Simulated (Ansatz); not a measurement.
**GaPHCl+ (doublet): correlated methods under varied settings**

What do other methods and options give for GaPHCl+ (doublet) at this geometry, and how long do they take?

The runs use Ansatz 0.2.0, Gaussian basis; the settings change from run to run.

12 further runs of the same task are left out: 6 that didn't finish, 6 set aside as unsound or not needed. Runs told in other sessions of the task aren't counted.

## (1) The geometry

The geometry is a PBE0/def2-TZVP stationary point (not a proven minimum) of the parent state, kept for this charge and spin. No spin-orbit coupling is included. The filled d shell of Ga may be among the frozen orbitals whatever the setting's name suggests.

4 atoms, charge 1, spin multiplicity 2.

Atoms are counted from 1 here; the program's logs count them from 0.

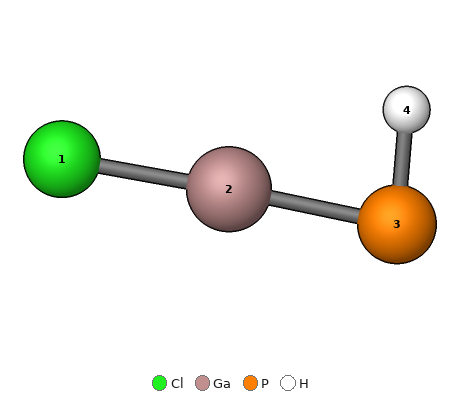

The geometry (chlorine green, gallium pink, phosphorus orange, hydrogen white); atoms are numbered from 1 in the order of the file.

## (2) CASCI(9,5)/STO-3G

Input file in.yaml:

```yaml
crystal:
  periodic: [false, false, false]
  atoms:
    - {symbol: Cl, position_ang: [-0.000007, -0.312331, 2.619641]}
    - {symbol: Ga, position_ang: [0.000020, -0.324448, 0.508224]}
    - {symbol: P, position_ang: [-0.000008, -0.396535, -1.626252]}
    - {symbol: H, position_ang: [-0.000004, 1.033315, -1.501613]}
basis:
  gaussian: {orbitals: STO-3G}
total_charge: 1
magnetization: {spin_polarized: false, initial_magnetization: 1}
correlation: {active_space: {window: {electrons: 9, orbitals: 5}, fixed_orbitals: true, states: [{multiplicity: 2, weights: [0.5, 1]}], root: 1}}
output: {forces: true}
```

On the command line:

```console
> ansatz run in.yaml --threads 1 --pin off --events-out ev --progress --plain --max-ram 2393MiB
```

Output:

```text
Functional definition: HF
  name "HF"
  cite "Fock, Z. Phys. 61, 126 (1930) doi:10.1007/BF01340294"
  parent pbe
  exchange = exact_x
  correlation = 0
556 factors; integrals over basis functions are off by at most 3.8e-8 eV
mean field evaluation 1: about -73272.2943 eV, gradient 2.1e1 eV
mean field evaluation 2: about -73272.3124 eV, gradient 2.1e1 eV
mean field evaluation 4: about -73275.0650 eV, gradient 2.2e0 eV
mean field evaluation 8: about -73275.1161 eV, gradient 2.9e-3 eV
mean field evaluation 16: about -73267.9412 eV, gradient 1.2e1 eV
mean field evaluation 32: about -73275.7841 eV, gradient 4.3e-1 eV
mean field evaluation 64: about -73254.6176 eV, gradient 1.2e1 eV
mean field -73275.78578929 eV, -2692.8354596448 hartree, gradient 2.2e-6 eV, S^2 0.750000; 9 other end points of the search recorded, 0 dependent functions left out
reference -73275.78578929 eV, -2692.8354596448 hartree; 32, 31 occupied and 5, 6 virtual orbitals, 556 factors
state -73275.78578929 eV, -2692.8354596448 hartree
state -73270.58619259 eV, -2692.6443779907 hartree
the calculation of the forces begins
Total energy: -73270.58619259 eV, -2692.6443779907 hartree
Atom 0 at    -0.000007    -0.312331     2.619641 Å, force     0.000007     0.082358    -1.632568 eV/Å
Atom 1 at     0.000020    -0.324448     0.508224 Å, force     0.000004    -0.642661     1.434705 eV/Å
Atom 2 at    -0.000008    -0.396535    -1.626252 Å, force     0.000005     1.491953     0.970067 eV/Å
Atom 3 at    -0.000004     1.033315    -1.501613 Å, force    -0.000016    -0.931650    -0.772204 eV/Å
Dipole moment:     0.000002     0.157696    -1.312246 e Å
```

Run time: 3.3 s. Hardware: 1 thread of Arm Neoverse V1, shared host.

From the report: 5 determinants; active occupations (of the averaged states) 2.00, 2.00, 2.00, 1.67, 1.33.

## (3) CCSD on ROHF/cc-pVDZ

Input file in.yaml:

```yaml
crystal:
  periodic: [false, false, false]
  atoms:
    - {symbol: Cl, position_ang: [-0.000007, -0.312331, 2.619641]}
    - {symbol: Ga, position_ang: [0.000020, -0.324448, 0.508224]}
    - {symbol: P, position_ang: [-0.000008, -0.396535, -1.626252]}
    - {symbol: H, position_ang: [-0.000004, 1.033315, -1.501613]}
basis:
  gaussian: {orbitals: cc-pVDZ}
total_charge: 1
magnetization: {spin_polarized: false, initial_magnetization: 1}
correlation: {method: ccsd, electrons: valence}
accuracy: high
```

Launched as before.

Output, cut to the lines that bear on the results:

```text
Functional definition: HF
  name "HF"
  cite "Fock, Z. Phys. 61, 126 (1930) doi:10.1007/BF01340294"
  parent pbe
[...]
1437 factors; integrals over basis functions are off by at most 4.8e-9 eV
[...]
mean field -74118.67950961 eV, -2723.8112325326 hartree, gradient 5.3e-8 eV, S^2 0.750000; 1 other end points of the search recorded, 0 dependent functions left out
determinant -74118.67950961 eV, -2723.8112325326 hartree, with singles and doubles -74127.63144771 eV, -2724.1402101903 hartree
determinant -74116.16337622 eV, -2723.7187663360 hartree, with singles and doubles -74125.22338856 eV, -2724.0517156487 hartree
19 core orbitals not correlated: weight in the atoms' cores, before any rotation towards them, 1.000 or more for the frozen orbitals, at most 0.000 for the correlated occupied ones
reference -74118.67950961 eV, -2723.8112325326 hartree; 13, 12 occupied and 36, 37 virtual orbitals, 1437 factors
second order -7.92407876 eV of doubles, -0.06302805 eV of singles
cycle   1  -8.95165108 eV  change    2.9e-4 eV  update   7.9e-4
[...]
cycle  17  -8.95174424 eV  change   4.1e-10 eV  update   2.8e-9
Total energy: -74127.63125384 eV, -2724.1402030656 hartree
```

Run time: 20 s. Hardware: 1 thread of Arm Neoverse V1, shared host; peak memory 0.34 GiB.

From the report: correlation -8.9517 eV; T1 0.015; largest double amplitude 0.05.

## (4) NEVPT2(9,6)/STO-3G

Changes to in.yaml since step 3:

```diff
@@ -8,6 +8,7 @@
 basis:
-  gaussian: {orbitals: cc-pVDZ}
+  gaussian: {orbitals: STO-3G}
 total_charge: 1
 magnetization: {spin_polarized: false, initial_magnetization: 1}
-correlation: {method: ccsd, electrons: valence}
+correlation: {method: sc_nevpt2, electrons: outside_noble_gas, active_space: {window: {electrons: 9, orbitals: 6}}}
 accuracy: high
+output: {forces: true}
```

Same command.

Output, cut to the lines that bear on the results:

```text
Functional definition: HF
  name "HF"
  cite "Fock, Z. Phys. 61, 126 (1930) doi:10.1007/BF01340294"
  parent pbe
[...]
583 factors; integrals over basis functions are off by at most 6.8e-9 eV
[...]
mean field -73275.78578934 eV, -2692.8354596469 hartree, gradient 1.4e-8 eV, S^2 0.750000; 9 other end points of the search recorded, 0 dependent functions left out
reference -73275.78578934 eV, -2692.8354596469 hartree; 32, 31 occupied and 5, 6 virtual orbitals, 583 factors
state -73276.88056543 eV, -2692.8756919259 hartree
state -73276.88056543 eV, -2692.8756919259 hartree; corrected -73278.53505642 eV, -2692.9364933485 hartree
state -73276.16175428 eV, -2692.8492761034 hartree
state -73276.16175428 eV, -2692.8492761034 hartree; corrected -73278.26940225 eV, -2692.9267307377 hartree
state -73276.88056543 eV, -2692.8756919259 hartree; corrected -73278.53505642 eV, -2692.9364933485 hartree
WARN: 1 active orbitals are nearly empty or full. The corrections depend on them more than the energy does, and are more stable in an active space without them
[...]
Total energy: -73278.53505642 eV, -2692.9364933485 hartree
Atom 0 at    -0.000007    -0.312331     2.619641 Å, force     0.000729    -0.097413     1.187533 eV/Å
Atom 1 at     0.000020    -0.324448     0.508224 Å, force    -0.001453     0.148080    -0.085599 eV/Å
Atom 2 at    -0.000008    -0.396535    -1.626252 Å, force     0.000691    -0.053899    -0.968386 eV/Å
Atom 3 at    -0.000004     1.033315    -1.501613 Å, force     0.000033     0.003231    -0.133547 eV/Å
Dipole moment:     0.000074     0.103650    -0.819314 e Å
```

Run time: 20 s. Hardware: 1 thread of Arm Neoverse V1, shared host.

From the report: 90 determinants; active occupations 2.00, 2.00, 1.99, 1.82, 1.00, 0.18. The report marks this result as in doubt.

## (5) CCSD(T) on ROHF/STO-3G

Changes to in.yaml since step 4:

```diff
@@ -11,4 +11,3 @@
 magnetization: {spin_polarized: false, initial_magnetization: 1}
-correlation: {method: sc_nevpt2, electrons: outside_noble_gas, active_space: {window: {electrons: 9, orbitals: 6}}}
-accuracy: high
-output: {forces: true}
+hamiltonian: {pseudopotentials: {relativity: scalar}}
+correlation: {method: ccsd_t, electrons: all}
```

The command is unchanged.

Output, cut to the lines that bear on the results:

```text
Functional definition: HF
  name "HF"
  cite "Fock, Z. Phys. 61, 126 (1930) doi:10.1007/BF01340294"
  parent pbe
[...]
384 factors; integrals over basis functions are off by at most 6.8e-5 eV
[...]
mean field -73722.40110864 eV, -2709.2482699043 hartree, gradient 1.7e-6 eV, S^2 0.750000; 11 other end points of the search recorded, 0 dependent functions left out
[...]
determinant -73722.40110864 eV, -2709.2482699043 hartree, with singles and doubles -73726.08894601 eV, -2709.3837954280 hartree
determinant -73721.78974019 eV, -2709.2258025281 hartree, with singles and doubles -73725.24327287 eV, -2709.3527175131 hartree
determinant -73720.85726326 eV, -2709.1915346331 hartree, with singles and doubles -73725.46973313 eV, -2709.3610397743 hartree
determinant -73719.19477548 eV, -2709.1304393340 hartree, with singles and doubles -73724.47660255 eV, -2709.3245428987 hartree
determinant -73722.29972549 eV, -2709.2445441423 hartree, with singles and doubles -73726.08715543 eV, -2709.3837296251 hartree
determinant -73722.29972549 eV, -2709.2445441423 hartree, with singles and doubles -73726.12612869 eV, -2709.3851618662 hartree
determinant -73722.40110864 eV, -2709.2482699043 hartree, with singles and doubles -73726.13001006 eV, -2709.3853045040 hartree
unrestricted determinant -73722.88670467 eV, -2709.2661152294 hartree, S^2 1.3929
reference -73722.40110864 eV, -2709.2482699043 hartree; 32, 31 occupied and 5, 6 virtual orbitals, 384 factors
second order -2.99977533 eV of doubles, -0.00214301 eV of singles
cycle   1  -3.72889881 eV  change    2.6e-6 eV  update   7.3e-6
perturbative correction -0.15910576 eV, -0.0058470287 hartree
Total energy: -73726.28911321 eV, -2709.3911514368 hartree
Relativity: scalar
```

It took 40 s on 1 thread of Arm Neoverse V1, shared host.

From the report: correlation -3.8880 eV; T1 0.018; largest double amplitude 0.23.

## (6) CCSD(T) on UHF/cc-pVDZ

Input file in.yaml:

```yaml
crystal:
  periodic: [false, false, false]
  atoms:
    - {symbol: Cl, position_ang: [-0.000007, -0.312331, 2.619641]}
    - {symbol: Ga, position_ang: [0.000020, -0.324448, 0.508224]}
    - {symbol: P, position_ang: [-0.000008, -0.396535, -1.626252]}
    - {symbol: H, position_ang: [-0.000004, 1.033315, -1.501613]}
basis:
  gaussian: {orbitals: cc-pVDZ, point_charges: [{charge: 0.50, position_ang: [3.048, -0.397, 0.586]}]}
total_charge: 1
magnetization: {spin_polarized: true, initial_magnetization: 1}
correlation: {method: ccsd_t, electrons: valence}
scf: {lower_state_search: full}
output: {forces: true}
```

The command is unchanged.

Output, cut to the lines that bear on the results:

```text
Functional definition: HF
  name "HF"
  cite "Fock, Z. Phys. 61, 126 (1930) doi:10.1007/BF01340294"
  parent pbe
[...]
755 factors; integrals over basis functions are off by at most 1.3e-3 eV
[...]
mean field -74116.56116580 eV, -2723.7333848337 hartree, gradient 1.8e-6 eV, S^2 0.761204; 4 other end points of the search recorded, 0 dependent functions left out
determinant -74116.56116580 eV, -2723.7333848337 hartree, with singles and doubles -74125.46850672 eV, -2724.0607235748 hartree
determinant -74114.26277906 eV, -2723.6489206790 hartree, with singles and doubles -74123.22515126 eV, -2723.9782817822 hartree
19 core orbitals not correlated: weight in the atoms' cores, before any rotation towards them, 1.000 or more for the frozen orbitals, at most 0.000 for the correlated occupied ones
reference -74116.56116580 eV, -2723.7333848337 hartree; 13, 12 occupied and 36, 37 virtual orbitals, 755 factors
second order -7.92443479 eV of doubles, -0.00000000 eV of singles
cycle   1  -8.90711309 eV  change    2.3e-4 eV  update   9.7e-4
[...]
cycle  11  -8.90726326 eV  change   -5.3e-7 eV  update   5.3e-7
perturbative correction -0.31169192 eV, -0.0114544668 hartree
[...]
Total energy: -74125.78012098 eV, -2724.0721751876 hartree
Atom 0 at    -0.000007    -0.312331     2.619641 Å, force     0.109759    -0.007212    -0.705708 eV/Å
Atom 1 at     0.000020    -0.324448     0.508224 Å, force    -0.692666     0.022735     3.474542 eV/Å
Atom 2 at    -0.000008    -0.396535    -1.626252 Å, force     0.008111    -0.280278    -2.736217 eV/Å
Atom 3 at    -0.000004     1.033315    -1.501613 Å, force    -0.020102     0.287627    -0.131372 eV/Å
Dipole moment:    -0.196917     0.117030    -0.698220 e Å
```

Run time: 37 s. Hardware: 1 thread of Arm Neoverse V1, shared host; peak memory 0.31 GiB.

From the report: ⟨S²⟩ of the determinant 0.761 (pure doublet: 0.75); correlation -9.2190 eV; T1 0.015; largest double amplitude 0.05.

## (7) CCSD(T) on ROHF/cc-pVDZ

Input file in.yaml:

```yaml
crystal:
  periodic: [false, false, false]
  atoms:
    - {symbol: Cl, position_ang: [-0.000007, -0.312331, 2.619641]}
    - {symbol: Ga, position_ang: [0.000020, -0.324448, 0.508224]}
    - {symbol: P, position_ang: [-0.000008, -0.396535, -1.626252]}
    - {symbol: H, position_ang: [-0.000004, 1.033315, -1.501613]}
basis:
  gaussian: {orbitals: cc-pVDZ}
total_charge: 1
magnetization: {spin_polarized: false, initial_magnetization: 1}
correlation: {method: ccsd_t, electrons: valence}
scf: {lower_state_search: off}
```

Launched as before.

Output, cut to the lines that bear on the results:

```text
Functional definition: HF
  name "HF"
  cite "Fock, Z. Phys. 61, 126 (1930) doi:10.1007/BF01340294"
  parent pbe
[...]
755 factors; integrals over basis functions are off by at most 1.3e-3 eV
[...]
mean field -74118.67922381 eV, -2723.8112220299 hartree, gradient 6.6e-6 eV, S^2 0.750000; 0 other end points of the search recorded, 0 dependent functions left out
19 core orbitals not correlated: weight in the atoms' cores, before any rotation towards them, 1.000 or more for the frozen orbitals, at most 0.000 for the correlated occupied ones
reference -74118.67922381 eV, -2723.8112220299 hartree; 13, 12 occupied and 36, 37 virtual orbitals, 755 factors
second order -7.92404578 eV of doubles, -0.06302779 eV of singles
cycle   1  -8.63774006 eV  change   -6.5e-1 eV  update   8.2e-2
[...]
cycle  10  -8.95171936 eV  change    1.4e-5 eV  update   1.8e-5
perturbative correction -0.30087457 eV, -0.0110569364 hartree
Total energy: -74127.93181774 eV, -2724.1512485852 hartree
Checks for a lower state left out: stability, starts, cluster_reference, orbital_swaps, neighbouring_geometries, increment
```

It took 6.5 s on 1 thread of Arm Neoverse V1, shared host.

From the report: correlation -9.2526 eV; T1 0.015; largest double amplitude 0.05.

## (8) All runs side by side

 † marks a result that the program doubts.

| level | correlated | functions | energy (eV) | time |
| --- | --- | --- | --- | --- |
| CASCI(9,5)/STO-3G (excited root 1 of an average) |  | 37 | -73270.5862 | 3.3 s |
| CCSD on ROHF/cc-pVDZ | valence | 68 | -74127.6313 | 20 s |
| NEVPT2(9,6)/STO-3G † | outside noble gas | 37 | -73278.5351 | 20 s |
| CCSD(T) on ROHF/STO-3G (relativity set) | all | 37 | -73726.2891 | 40 s |
| CCSD(T) on UHF/cc-pVDZ (beside a point charge) | valence | 68 | -74125.7801 | 37 s |
| CCSD(T) on ROHF/cc-pVDZ | valence | 68 | -74127.9318 | 6.5 s |

## (9) Summary of results

| quantity | value |
| --- | --- |
| runs | 6 |
| quickest | CASCI(9,5)/STO-3G (excited root 1 of an average), 3.3 s |
| slowest | CCSD(T) on ROHF/STO-3G (relativity set), 40 s |

In words: Total energies in different bases, with other cores or another treatment of relativity can't be set against each other. «valence» and «outside noble gas» are the program's key words; the logs give how many orbitals each freezes, and for Ga to Kr the 3d shell needn't follow the word's plain sense. CCSD(T) on ROHF/STO-3G (relativity set) took 12 times as long as CASCI(9,5)/STO-3G (excited root 1 of an average); the jobs differ in more than the method.
